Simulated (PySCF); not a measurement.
**Geometry relaxation of C4H6O3 (part 3 of 4)**

The same run, continued: C4H6O3 (acetic anhydride), SMILES CC(=O)OC(C)=O; HF/3-21G, RHF (PySCF 2.14.0). The geometry comes from this level: GFN2-xTB symmetrised.

Geometry of the input (Å):
```
C  0.3026  -0.7606  2.3672
C  0.5867  -0.5497  0.9081
O  1.5837  -0.8416  0.3301
O  -0.5223  0.0108  0.3131
C  -0.5078  0.5480  -0.9554
C  -1.9217  0.7943  -1.3964
O  0.4801  0.7987  -1.5675
H  -0.6397  -1.2891  2.4845
H  1.1128  -1.3240  2.8184
H  0.2104  0.2070  2.8554
H  -1.9210  1.3408  -2.3338
H  -2.4252  -0.1610  -1.5275
H  -2.4525  1.3534  -0.6305
```

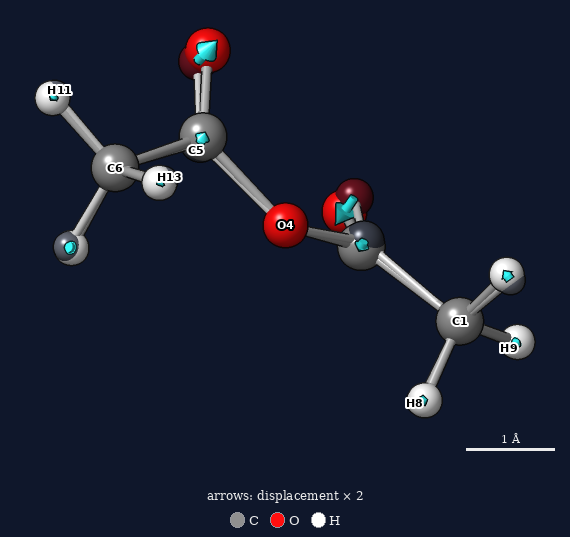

*Start (faint) and end (solid) with the displacements as teal arrows, magnified 2 times (ball-and-stick view, seen at a tilt). The two geometries are laid on each other by the best rigid fit.*

Over 14 geometry steps the energy falls by 0.96 kcal/mol. The largest force component goes from 0.89 to 0.0017 eV/Å. The largest moves after the best rigid fit, 0.21 Å, are those of O3 and O7. Largest moves by element: O 0.21 Å, C 0.08 Å, H 0.07 Å. Among the contacts that change: C2–O4 1.378 → 1.388 Å, C1–H10 1.088 → 1.083 Å. Among the angles that change: C2–O4–C5 123.2° → 126.4°. (Atoms are counted from 1 in the order of the input.)

```
Step   14 : Displace = 7.874e-04/1.259e-03 (rms/max) Trust = 3.000e-01 (=) Grad = 1.818e-05/3.915e-05 (rms/max) E (change) = -377.4587757803 (-4.793e-08) Quality = 0.862
Hessian Eigenvalues: 1.46202e-03 4.78865e-03 2.30048e-02 ... 8.27069e-01 1.11682e+00 1.12979e+00
Converged! =D

converged: True
C           0.30901252       -0.74768128        2.36743902
C           0.57700890       -0.63189498        0.89727870
O           1.51474497       -1.03930179        0.28488773
O          -0.49886018        0.01024734        0.29903220
C          -0.50034136        0.63013826       -0.94325090
C          -1.91929219        0.78117511       -1.40193934
O           0.49346050        0.99755782       -1.48892707
H          -0.63037692       -1.26264560        2.52156268
H           1.11411496       -1.28503925        2.84220968
H           0.21813987        0.24385216        2.79273980
H          -1.94246595        1.30246547       -2.34536955
H          -2.36744006       -0.19911286       -1.50429512
H          -2.48161606        1.32724759       -0.65561384
converged SCF energy = -377.458775780328
E(HF) = -377.458775780
Mode                                 0                   1                   2
Irrep
Freq [cm^-1]                       37.2313            108.5867            148.3052
Reduced mass [au]                   4.6278              4.2061              1.0585
Force const [Dyne/A]                0.0038              0.0292              0.0137
Char temp [K]                      53.5675            156.2320            213.3781
Normal mode                   x     y     z       x     y     z       x     y     z
       0   C                 0.07  0.08  0.01    0.02  0.09 -0.00   -0.02  0.00  0.00
       1   C                -0.01 -0.02 -0.01    0.01 -0.02 -0.01    0.00 -0.00  0.00
       2   O                -0.07 -0.10 -0.05    0.04 -0.00  0.02    0.02  0.01  0.02
       3   O                -0.01  0.00  0.01   -0.05 -0.16 -0.07    0.01 -0.00 -0.01
       4   C                 0.00  0.02  0.02   -0.02 -0.02  0.00   -0.00  0.00 -0.00
       5   C                 0.02 -0.08 -0.06   -0.01  0.10  0.01   -0.01 -0.00  0.02
       6   O                 0.01  0.10  0.08    0.00  0.00  0.05   -0.01 -0.01 -0.03
       7   H                 0.04  0.15  0.10    0.06  0.03  0.05   -0.22  0.36 -0.01
       8   H                 0.06  0.05 -0.01    0.07  0.21  0.05   -0.21 -0.32 -0.04
       9   H                 0.16  0.11 -0.04   -0.07  0.13 -0.10    0.38  0.02  0.06
      10   H                 0.03 -0.05 -0.05    0.02  0.21  0.08   -0.05  0.32  0.20
      11   H                 0.11 -0.11 -0.13   -0.05  0.13 -0.11    0.13 -0.03 -0.36
      12   H                -0.07 -0.15 -0.08    0.02  0.03  0.08   -0.10 -0.35  0.20
Mode                                 3                   4                   5
Irrep
Freq [cm^-1]                      151.9597            185.7208            351.6776
Reduced mass [au]                   1.1134              5.3512              3.4987
Force const [Dyne/A]                0.0151              0.1087              0.2549
Char temp [K]                     218.6362            267.2109            505.9857
Normal mode                   x     y     z       x     y     z       x     y     z
       0   C                -0.00  0.00 -0.01   -0.08  0.03 -0.01    0.08 -0.06  0.07
       1   C                 0.00 -0.01 -0.01    0.03 -0.03  0.00    0.00 -0.01  0.04
       2   O                 0.03  0.03  0.01    0.04 -0.10  0.07    0.02 -0.04  0.10
       3   O                -0.01 -0.05 -0.02    0.08 -0.00 -0.05    0.01 -0.00 -0.00
       4   C                -0.01 -0.01 -0.00    0.01  0.03 -0.03   -0.04  0.01 -0.02
       5   C                -0.00  0.00 -0.00   -0.03 -0.03  0.07   -0.02  0.06 -0.11
       6   O                -0.00  0.03  0.03   -0.04  0.10 -0.07   -0.07  0.04 -0.06
       7   H                -0.19  0.36  0.00   -0.08  0.01 -0.07    0.12 -0.09  0.14
       8   H                -0.18 -0.30 -0.05   -0.11  0.08  0.09    0.15 -0.08 -0.06
       9   H                 0.39  0.02  0.04   -0.15  0.05 -0.07    0.12 -0.09  0.14
      10   H                 0.03 -0.31 -0.18   -0.13 -0.07  0.05    0.12  0.07 -0.11
      11   H                -0.15  0.04  0.37   -0.01 -0.05  0.16   -0.07  0.09 -0.17
      12   H                 0.10  0.35 -0.17    0.02 -0.01  0.10   -0.06  0.09 -0.17
Mode                                 6                   7                   8
Irrep
Freq [cm^-1]                      419.4228            556.6541            611.2983
Reduced mass [au]                   3.3241              5.1962              2.8743
Force const [Dyne/A]                0.3445              0.9487              0.6328
Char temp [K]                     603.4560            800.9013            879.5221
Normal mode                   x     y     z       x     y     z       x     y     z
       0   C                 0.05 -0.03  0.05   -0.04  0.01  0.09    0.00  0.00 -0.02
       1   C                -0.10  0.01  0.02   -0.00 -0.06  0.05   -0.07 -0.14 -0.03
       2   O                -0.07  0.04  0.03   -0.04  0.06 -0.09    0.04  0.03  0.02
       3   O                -0.04 -0.03 -0.07    0.02 -0.05  0.04   -0.02  0.00  0.01
       4   C                 0.06  0.01 -0.08    0.04 -0.06  0.02    0.00  0.14  0.07
       5   C                 0.02 -0.03  0.07    0.09  0.00  0.01    0.02 -0.00  0.01
       6   O                 0.06  0.04 -0.05   -0.06  0.06 -0.08   -0.00 -0.03 -0.05
       7   H                 0.10 -0.08  0.19   -0.06  0.05  0.08    0.02  0.05  0.22
       8   H                 0.16 -0.03 -0.12   -0.07  0.05  0.20    0.07  0.13  0.01
       9   H                 0.11 -0.06  0.12   -0.05  0.06 -0.03    0.07  0.11 -0.24
      10   H                -0.18 -0.03  0.08    0.21  0.04  0.03    0.02 -0.13 -0.07
      11   H                 0.05 -0.06  0.16   -0.00  0.05 -0.06    0.24 -0.11  0.06
      12   H                 0.12 -0.08  0.18    0.10  0.04 -0.01   -0.19 -0.05 -0.12
Mode                                 9                  10                  11
Irrep
Freq [cm^-1]                      660.2682            712.7259            872.3257
Reduced mass [au]                   3.0208              4.3171              5.6753
Force const [Dyne/A]                0.7759              1.2921              2.5445
Char temp [K]                     949.9789           1025.4539           1255.0825
Normal mode                   x     y     z       x     y     z       x     y     z
       0   C                 0.00 -0.01 -0.03    0.02  0.02 -0.14   -0.02  0.00  0.00
       1   C                -0.07 -0.12 -0.03   -0.04  0.05 -0.03   -0.06  0.01 -0.01
       2   O                 0.04  0.03  0.03   -0.01 -0.01  0.07   -0.06  0.04 -0.00
       3   O                 0.02  0.09  0.04   -0.03  0.00  0.02    0.17 -0.00 -0.10
       4   C                -0.00 -0.12 -0.07    0.00 -0.05  0.05   -0.02 -0.01  0.06
       5   C                -0.03 -0.00 -0.01    0.13 -0.02  0.05   -0.01 -0.00  0.02
       6   O                 0.01  0.03  0.05   -0.07  0.01 -0.02   -0.03 -0.04  0.05
       7   H                 0.02  0.05  0.21    0.04 -0.01 -0.12    0.02 -0.03  0.16
       8   H                 0.07  0.12 -0.02    0.06 -0.01 -0.24    0.08  0.02 -0.14
       9   H                 0.07  0.09 -0.24    0.03 -0.02 -0.05    0.06 -0.01  0.04
      10   H                -0.05  0.12  0.06    0.24  0.00  0.06    0.16 -0.03  0.00
      11   H                -0.24  0.10 -0.05    0.06  0.02 -0.00   -0.01  0.00 -0.07
      12   H                 0.18  0.04  0.11    0.12  0.01  0.02   -0.13  0.04 -0.10
Mode                                12                  13                  14
Irrep
Freq [cm^-1]                      956.8312           1125.7658           1167.2867
Reduced mass [au]                   5.7773              2.1264              1.9644
Force const [Dyne/A]                3.1164              1.5878              1.5770
Char temp [K]                    1376.6671           1619.7264           1679.4656
Normal mode                   x     y     z       x     y     z       x     y     z
       0   C                 0.03  0.01 -0.11   -0.07  0.04  0.04   -0.07  0.05 -0.01
       1   C                -0.01 -0.01  0.08   -0.02  0.02 -0.08   -0.02  0.01 -0.03
       2   O                -0.07  0.03  0.03    0.06 -0.03 -0.02    0.02 -0.00 -0.02
       3   O                 0.05 -0.07  0.08   -0.04  0.00  0.03    0.06 -0.06  0.10
       4   C                 0.08 -0.01  0.03    0.07 -0.02  0.05   -0.02  0.01 -0.03
       5   C                -0.11  0.01 -0.03   -0.07 -0.04  0.05    0.03  0.05 -0.07
       6   O                 0.06  0.03 -0.05    0.05  0.02 -0.04   -0.02 -0.00  0.01
       7   H                 0.00  0.04 -0.17    0.04 -0.12  0.19    0.05 -0.12  0.15
       8   H                -0.01  0.00 -0.05    0.08 -0.02 -0.28    0.09 -0.02 -0.35
       9   H                -0.01  0.01 -0.14    0.06 -0.05  0.27    0.07 -0.04  0.24
      10   H                -0.04  0.01 -0.04    0.28  0.01  0.06   -0.35 -0.01 -0.08
      11   H                -0.11  0.02 -0.08   -0.20  0.05 -0.18    0.18 -0.05  0.18
      12   H                -0.16  0.04 -0.08   -0.15  0.12 -0.13    0.10 -0.12  0.12
Mode                                15                  16                  17
Irrep
Freq [cm^-1]                     1202.7205           1204.5716           1295.1745
Reduced mass [au]                   1.7196              1.7238              4.2540
Force const [Dyne/A]                1.4656              1.4737              4.2044
Char temp [K]                    1730.4470           1733.1104           1863.4677
Normal mode                   x     y     z       x     y     z       x     y     z
       0   C                 0.05  0.07  0.02   -0.05 -0.07 -0.01   -0.03  0.03 -0.03
       1   C                -0.05 -0.08 -0.02    0.05  0.09  0.01    0.07 -0.07  0.11
       2   O                 0.01  0.02  0.01   -0.00 -0.02 -0.01    0.00  0.01 -0.02
       3   O                -0.00  0.03 -0.00   -0.02  0.00  0.01   -0.05  0.06 -0.09
       4   C                 0.00 -0.09 -0.05    0.01 -0.09 -0.05    0.06 -0.06  0.12
       5   C                -0.01  0.07  0.05   -0.01  0.08  0.05   -0.01  0.03 -0.04
       6   O                 0.00  0.02  0.01    0.00  0.02  0.00   -0.02  0.01 -0.01
       7   H                 0.05 -0.06 -0.35   -0.06  0.07  0.34    0.05 -0.10  0.05
       8   H                -0.11 -0.17  0.02    0.10  0.17  0.01    0.07 -0.00 -0.23
       9   H                -0.16 -0.07  0.27    0.15  0.07 -0.29    0.09 -0.01  0.08
      10   H                 0.06 -0.18 -0.09    0.03 -0.17 -0.09   -0.23  0.00 -0.05
      11   H                 0.31 -0.08 -0.01    0.32 -0.08  0.00    0.03 -0.01  0.12
      12   H                -0.33 -0.06 -0.12   -0.33 -0.06 -0.11    0.01 -0.10  0.07
Mode                                18                  19                  20
Irrep
Freq [cm^-1]                     1342.8473           1568.9236           1570.0024
Reduced mass [au]                   3.5676              1.2109              1.2151
Force const [Dyne/A]                3.7904              1.7562              1.7647
Char temp [K]                    1932.0583           2257.3317           2258.8839
Normal mode                   x     y     z       x     y     z       x     y     z
       0   C                 0.04 -0.03  0.05   -0.02 -0.01  0.08   -0.02 -0.01  0.09
       1   C                -0.07  0.06 -0.13   -0.00  0.00 -0.01   -0.00  0.00 -0.01
       2   O                 0.01 -0.01  0.02   -0.00  0.00  0.00   -0.00 -0.00  0.00
       3   O                 0.01 -0.00 -0.00    0.00 -0.00  0.00    0.00 -0.00 -0.00
       4   C                 0.09 -0.07  0.12   -0.00  0.00 -0.01    0.00 -0.00  0.01
       5   C                -0.02  0.03 -0.06    0.08 -0.01  0.03   -0.08  0.01 -0.03
       6   O                -0.02  0.01 -0.02    0.00 -0.00 -0.00   -0.00  0.00 -0.00
       7   H                -0.06  0.11 -0.05   -0.05 -0.07 -0.37   -0.05 -0.07 -0.37
       8   H                -0.07 -0.00  0.26    0.18 -0.04 -0.29    0.18 -0.04 -0.29
       9   H                -0.11  0.01 -0.07    0.09  0.17 -0.32    0.09  0.17 -0.33
      10   H                -0.26  0.01 -0.06   -0.35 -0.03  0.02    0.34  0.03 -0.02
      11   H                 0.01 -0.01  0.13   -0.32  0.18 -0.08    0.32 -0.18  0.08
      12   H                 0.01 -0.11  0.08   -0.30 -0.06 -0.22    0.30  0.06  0.22
Mode                                21                  22                  23
Irrep
Freq [cm^-1]                     1629.5579           1631.4874           1644.8252
Reduced mass [au]                   1.0482              1.0487              1.0438
Force const [Dyne/A]                1.6400              1.6447              1.6638
Char temp [K]                    2344.5710           2347.3471           2366.5373
Normal mode                   x     y     z       x     y     z       x     y     z
       0   C                -0.03  0.02 -0.01    0.03 -0.01  0.01   -0.02 -0.03 -0.01
       1   C                 0.00  0.00 -0.02    0.00 -0.00  0.02   -0.01 -0.02 -0.00
       2   O                -0.01  0.00  0.01    0.01 -0.00 -0.01    0.00  0.00 -0.00
       3   O                 0.00 -0.00  0.00   -0.00  0.00  0.00    0.00 -0.00 -0.00
       4   C                -0.02  0.00 -0.01   -0.02  0.00 -0.01   -0.00  0.02  0.01
       5   C                 0.01  0.02 -0.03    0.01  0.01 -0.03   -0.00  0.03  0.02
       6   O                 0.01  0.00 -0.00    0.01  0.00 -0.00    0.00 -0.00 -0.00
       7   H                 0.19 -0.39 -0.10   -0.18  0.37  0.11   -0.17  0.19 -0.24
       8   H                -0.16  0.03  0.26    0.14 -0.07 -0.27    0.25  0.42  0.06
       9   H                 0.43  0.06 -0.03   -0.44 -0.05  0.01    0.16 -0.11  0.26
      10   H                 0.30  0.02 -0.02    0.30  0.06  0.00    0.05 -0.43 -0.24
      11   H                -0.23  0.07  0.36   -0.21  0.06  0.39   -0.15  0.12 -0.27
      12   H                -0.19 -0.38  0.13   -0.19 -0.36  0.11    0.13 -0.20  0.27
Mode                                24                  25                  26
Irrep
Freq [cm^-1]                     1644.9194           1957.4698           2029.7400
Reduced mass [au]                   1.0441             11.3022             11.2210
Force const [Dyne/A]                1.6645             25.5154             27.2373
Char temp [K]                    2366.6728           2816.3632           2920.3440
Normal mode                   x     y     z       x     y     z       x     y     z
       0   C                -0.02 -0.03 -0.01   -0.01  0.00  0.01   -0.01  0.00  0.01
       1   C                -0.01 -0.02 -0.00    0.12 -0.05 -0.10    0.13 -0.05 -0.09
       2   O                 0.00  0.00  0.00   -0.08  0.04  0.06   -0.08  0.03  0.05
       3   O                 0.00  0.00  0.00    0.00 -0.00  0.01   -0.01  0.00  0.01
       4   C                 0.00 -0.02 -0.01   -0.14 -0.04  0.06    0.14  0.04 -0.07
       5   C                 0.00 -0.03 -0.02    0.01  0.00 -0.00   -0.01 -0.00  0.00
       6   O                 0.00  0.00  0.00    0.09  0.03 -0.05   -0.09 -0.03  0.05
       7   H                -0.15  0.17 -0.25   -0.01  0.02  0.04   -0.01  0.02  0.04
       8   H                 0.24  0.43  0.08    0.03 -0.01 -0.04    0.03 -0.01 -0.05
       9   H                 0.20 -0.11  0.26   -0.03 -0.01  0.03   -0.03 -0.01  0.03
      10   H                -0.02  0.43  0.24   -0.05 -0.01  0.01    0.05  0.01 -0.00
      11   H                 0.13 -0.11  0.30    0.05 -0.01 -0.01   -0.04  0.01  0.01
      12   H                -0.14  0.16 -0.25    0.04  0.02  0.01   -0.04 -0.02 -0.01
Mode                                27                  28                  29
Irrep
Freq [cm^-1]                     3227.9573           3228.1248           3285.8009
Reduced mass [au]                   1.0357              1.0358              1.0993
Force const [Dyne/A]                6.3585              6.3593              6.9929
Char temp [K]                    4644.3119           4644.5529           4727.5359
Normal mode                   x     y     z       x     y     z       x     y     z
       0   C                -0.01  0.01  0.03   -0.02  0.01  0.03   -0.02 -0.04 -0.01
       1   C                -0.00  0.00 -0.00   -0.00  0.00 -0.00   -0.00 -0.00 -0.00
       2   O                 0.00 -0.00 -0.00    0.00 -0.00 -0.00   -0.00 -0.00 -0.00
       3   O                -0.00 -0.00  0.00    0.00 -0.00 -0.00    0.00 -0.00 -0.00
       4   C                -0.00  0.00 -0.00    0.00 -0.00  0.00    0.00  0.00  0.00
       5   C                 0.04  0.00  0.00   -0.03 -0.00 -0.00   -0.01  0.06  0.03
       6   O                -0.00 -0.00  0.00    0.00  0.00 -0.00   -0.00  0.00  0.00
       7   H                 0.35  0.20 -0.05    0.38  0.22 -0.06    0.35  0.18 -0.06
       8   H                -0.21  0.14 -0.12   -0.23  0.15 -0.13   -0.02  0.00 -0.01
       9   H                 0.03 -0.41 -0.17    0.04 -0.44 -0.18   -0.04  0.35  0.15
      10   H                -0.00  0.15 -0.26    0.00 -0.14  0.24   -0.00 -0.00  0.03
      11   H                -0.19 -0.44 -0.05    0.18  0.40  0.04   -0.23 -0.48 -0.04
      12   H                -0.23  0.23  0.31    0.21 -0.21 -0.28    0.30 -0.27 -0.39
Mode                                30                  31                  32
Irrep
Freq [cm^-1]                     3285.8839           3331.5272           3331.6859
Reduced mass [au]                   1.0993              1.1019              1.1019
Force const [Dyne/A]                6.9933              7.2058              7.2062
Char temp [K]                    4727.6553           4793.3259           4793.5543
Normal mode                   x     y     z       x     y     z       x     y     z
       0   C                 0.03  0.06  0.01    0.06 -0.03  0.02   -0.05  0.03 -0.01
       1   C                 0.00  0.00  0.00    0.00 -0.00 -0.00   -0.00  0.00  0.00
       2   O                 0.00  0.00  0.00   -0.00  0.00  0.00    0.00 -0.00 -0.00
       3   O                -0.00 -0.00 -0.00   -0.00  0.00 -0.00    0.00  0.00 -0.00
       4   C                 0.00  0.00  0.00   -0.00 -0.00  0.00   -0.00 -0.00  0.00
       5   C                -0.00  0.04  0.02   -0.01 -0.03  0.05   -0.01 -0.03  0.06
       6   O                -0.00  0.00  0.00    0.00  0.00 -0.00    0.00  0.00 -0.00
       7   H                -0.49 -0.25  0.08   -0.19 -0.12  0.03    0.16  0.10 -0.03
       8   H                 0.03 -0.00  0.02   -0.50  0.33 -0.30    0.41 -0.27  0.24
       9   H                 0.06 -0.49 -0.21   -0.00  0.18  0.08    0.00 -0.15 -0.07
      10   H                -0.00 -0.00  0.02   -0.01  0.27 -0.48   -0.02  0.32 -0.58
      11   H                -0.16 -0.34 -0.03    0.07  0.15  0.03    0.08  0.18  0.03
      12   H                 0.21 -0.19 -0.28    0.10 -0.10 -0.12    0.12 -0.12 -0.15
temperature 298.1500 [K]
pressure 101325.00 [Pa]
Rotational constants [GHz] 5.40808 1.82196 1.46275
Symmetry number 2
Zero-point energy (ZPE) 0.10589 [Eh]   278007.828 [J/mol]
                           tot       elec      trans        rot        vib
Entropy [J/mol/K]       361.592      0.000    166.438    109.307     85.847
Cv [J/mol/K]            104.001      0.000     12.472     12.472     79.058
Cp [J/mol/K]            112.315      0.000     20.786     12.472     79.058
Internal energy [J/mol]                      3718.434   3718.434 290860.658
Internal energy [Eh]   -377.34516  -377.45878
Enthalpy [J/mol]                             6197.391   3718.434 290860.658
Enthalpy [Eh]          -377.34422
Gibbs free energy [J/mol]                  -43426.077 -28871.451 265265.290
Gibbs free energy [Eh] -377.38528
```
